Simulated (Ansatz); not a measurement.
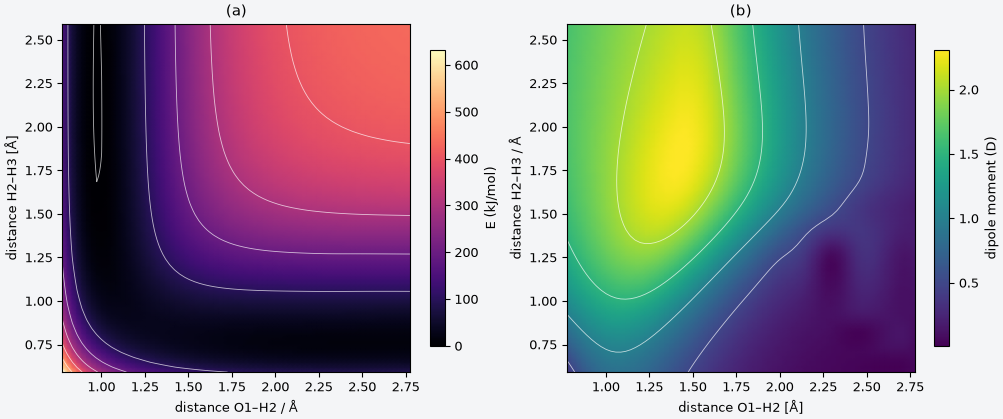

The system O + H₂, spin multiplicity 3. 
- The first coordinate is: distance O1–H2; the second: distance H2–H3.
- Nothing is relaxed (the angle O1–H2–H3 is fixed at 180 degrees).
- Grid: 17 × 17 points.
- Points are written as (first, second).
- Energies: kJ/mol, counted from the lowest grid point.
- In part of the range the unrestricted reference is strongly spin-contaminated.
- All numbers below come from UKS PBE0-D4/def2-SVPD (Ansatz 0.2.0).

Panel (a) is the energy; panel (b) is the computed dipole moment, in D.

Drawn: a smooth colour map with a few white contour lines. Between grid points the surface is interpolated.

Question: How does the dipole moment vary over the map, and what is it at the lowest grid point?

Answer: Leaving out the highest fifth of the energies, it runs from 0.02 D at (2.615 Å, 0.646 Å) to 2.31 D at (1.459 Å, 1.821 Å). At the lowest grid point, (1.003 Å, 1.968 Å), it is 1.91 D.
